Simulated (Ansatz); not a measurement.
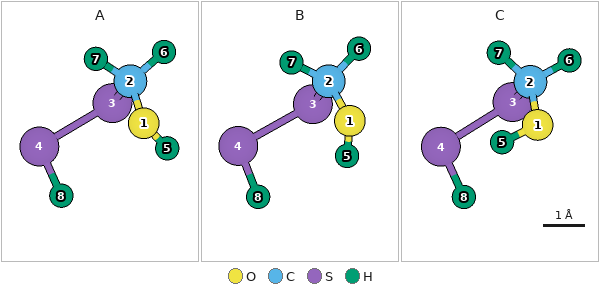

3 geometries from a converged minimum-energy path of CH4OS2, shuffled. The picture is a ball-and-stick view, seen from a free direction.

All numbers below come from RKS BLYP/def2-SVP (Ansatz 0.2.0). Settings: 7 movable images; climbing image; force threshold 0.05 eV/Å; iteration limit 60; starting path through a guess of the saddle point.

Which frame is the transition state?

B. In order along the path, whose images run from 0 to 8: C (image 0, 0.000 eV), B (image 5, +0.147 eV), A (image 7, +0.032 eV). The motion is a rotation about the O1–C2 bond by about 125°. No bond forms or breaks between the ends. Bond angles that change up to the highest image, for instance: C2–S3–S4 99.1° → 103.3°, O1–C2–H7 113.5° → 111.4°.

The run took 3.4 min on 1 thread of Intel(R) Xeon(R) 6975P-C (Granite Rapids), with other jobs on the host, peak memory 0.16 GiB.
